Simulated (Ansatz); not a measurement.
# ZnSnP2 under a change: Pt on a Sn site, symmetric start

Consider an 8-atom supercell of ZnSnP₂ in the chalcopyrite structure (space group I-42d, No. 122; a = 5.7023 Å, c = 11.4355 Å) at its relaxed geometry.

It is then changed as follows: one Sn atom is replaced by Pt, atoms relaxed at fixed cell.

Level of theory: DFT with PBE, PAW potentials and a 420 eV plane-wave cutoff in Ansatz (a quantum-chemistry and plane-wave program), no spin-orbit coupling. k-mesh 5×5×5 (Γ-centred); smearing 0.01 eV (Fermi–Dirac).

| quantity | base | changed | shift |
|---|---|---|---|
| pressure | 0.0 GPa | -4.4 GPa | -4.4 GPa |
| energy gained by relaxation | – | 0.70 eV | – |
| largest displacement of a host atom from its site in the perfect cell | – | 0.20 Å | – |
| mean distance from the defect site to its nearest host atoms | 2.55 Å | 2.34 Å | -0.202 Å |

Final structure:

```xyz
8
Lattice="-2.8512 2.8512 5.7178 5.7023 0.0000 0.0000 0.0000 5.7023 0.0000" Properties=species:S:1:pos:R:3 pbc="T T T"
Zn     0.0000     2.8512     2.8589
Zn     0.0000     0.0000     0.0000
Pt     2.8512     5.7023     2.8589
Sn     2.8512     2.8512     0.0000
P     -1.5545     4.2654     4.1825
P      1.5545     7.1393     4.1825
P      4.2882     1.2966     1.5353
P      1.4142     4.4057     1.5353
```

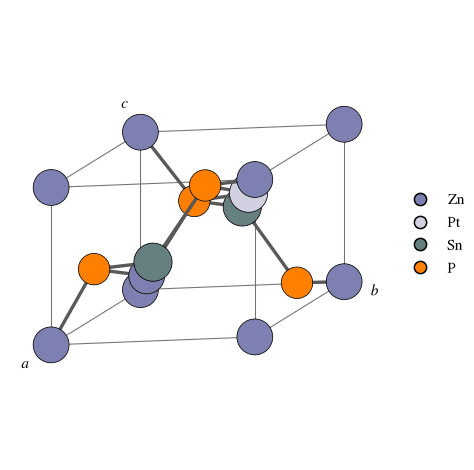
Fig. 1. The relaxed cell after the change

Other magnetic orders, which the real material may have, were not ruled out. The cell is small, so the values are those of an ordered compound at a high defect concentration; dilute-limit values will differ. A case with no gap was solved on a k-mesh chosen for an insulator, which is coarse for it. The defect started on the symmetric site and kept its symmetry, so it may sit on a saddle. Seeded moments were not kept for Pt on a Sn site. The defect cell is spin-polarised and ends with 0.0 μB.
